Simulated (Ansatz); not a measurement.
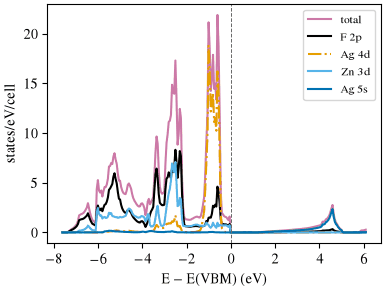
Figure. Total and projected density of states of ZnAgF3 (cubic perovskite, Pm-3m), LDA in the plane-wave PAW code Ansatz

### Question
Which orbitals carry the states next to the gap?

### Answer
Top 1 eV of the valence band: Ag 4d 73 %, F 2p 19 %, Zn 3d 7 %. Bottom 1 eV of the conduction band: Ag 5s 66 %, F 2s 13 %, Zn 4s 10 %, F 2p 9 %. Projections are on Löwdin-orthogonalised atomic valence shells; empty p or d shells of many metals are not among them.

### Question
Where is the tallest occupied peak in this window, and what makes it?

### Answer
Near -0.6 eV, about 22 states/eV per cell; the largest projected share is Ag 4d.

The workflow started from an entry of the Crystallography Open Database (COD). Whether it is the stable phase at ambient conditions was not checked. Symmetry was held in the LDA relaxation; its stability against distortions is not shown here. No spin polarisation was allowed. Spin–orbit coupling is left out wherever it is not named.

Potentials: the later of the program's two PAW sets.
